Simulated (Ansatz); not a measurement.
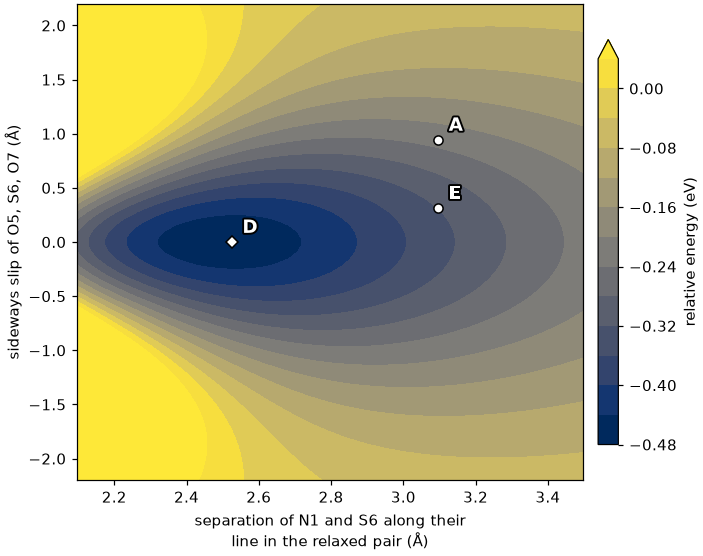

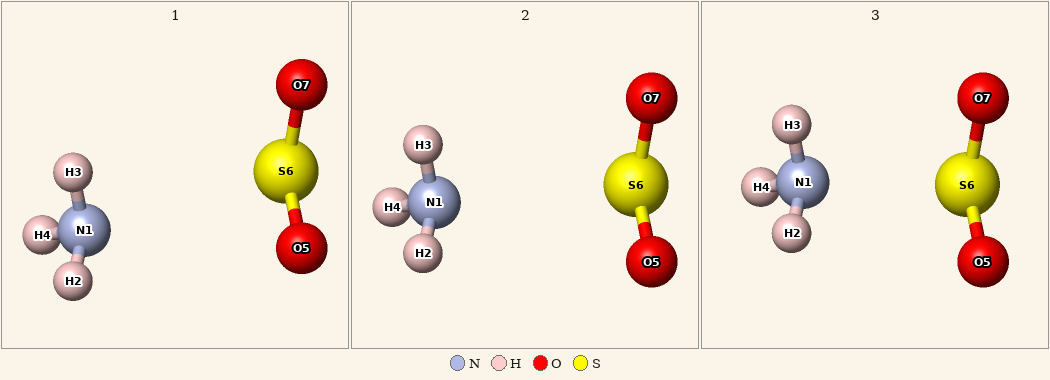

The pair H₃N···O₂S. Coordinates scanned: (1) separation of N1 and S6 along their line in the relaxed pair; (2) sideways slip of O5, S6, O7. Nothing is relaxed (both partners rigid). The scan uses a 15 × 15 grid. Points are written as (first, second). Energies are in eV, from the two partners far apart, frozen as in the relaxed pair, each in its own basis (no counterpoise correction). Computed with Ansatz 0.2.0, RKS PBE0-D4/def2-SVPD.

Drawn: filled contours, one colour for all values above the top of the scale, lettered points. Between grid points the surface is interpolated. The numbered pictures are the structures at these points, in random order.

Question: Which structure belongs to which point?

Answer: A is structure 1: (3.096 Å, 0.943 Å), −0.23 eV; D is structure 3: (2.525 Å, 0.000 Å), −0.47 eV; E is structure 2: (3.096 Å, 0.314 Å), −0.32 eV.
